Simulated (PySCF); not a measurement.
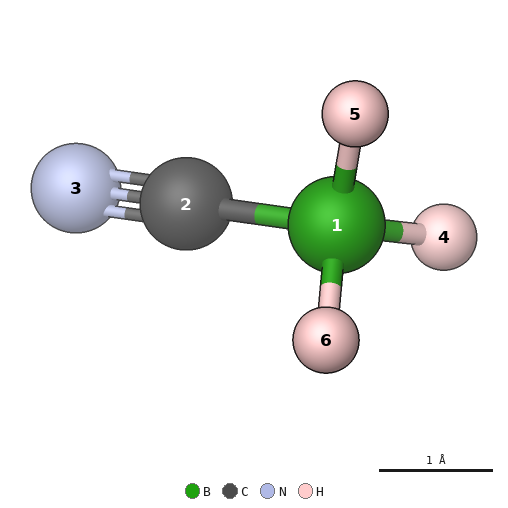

Orthographic view. Distant atoms are faded towards the background colour. State: charge −1, singlet. The computed structure is the end point of a PBE0-D3(BJ)/def2-SVP optimisation. No frequency run is at hand to confirm it as a minimum.

Write a MOL file (V2000) with the atoms in numerical order, bonds sorted by atom number with the orders drawn, and coordinates in the frame of the picture: x right, y up, z towards the viewer, origin at the mean position.

```
CH3BN
                    3D

  6  5  0  0  0  0  0  0  0  0999 V2000
    0.4400   -0.0600    0.2700 B   0  0  0  0  0  0  0  0  0  0  0  0
   -0.9000    0.1300   -0.5600 C   0  0  0  0  0  0  0  0  0  0  0  0
   -1.8800    0.2700   -1.1700 N   0  0  0  0  0  0  0  0  0  0  0  0
    1.3900   -0.1700   -0.5100 H   0  0  0  0  0  0  0  0  0  0  0  0
    0.6000    0.9300    1.0000 H   0  0  0  0  0  0  0  0  0  0  0  0
    0.3400   -1.0900    0.9700 H   0  0  0  0  0  0  0  0  0  0  0  0
  1  2  1  0
  1  4  1  0
  1  5  1  0
  1  6  1  0
  2  3  3  0
M  CHG  1   1  -1
M  END
```
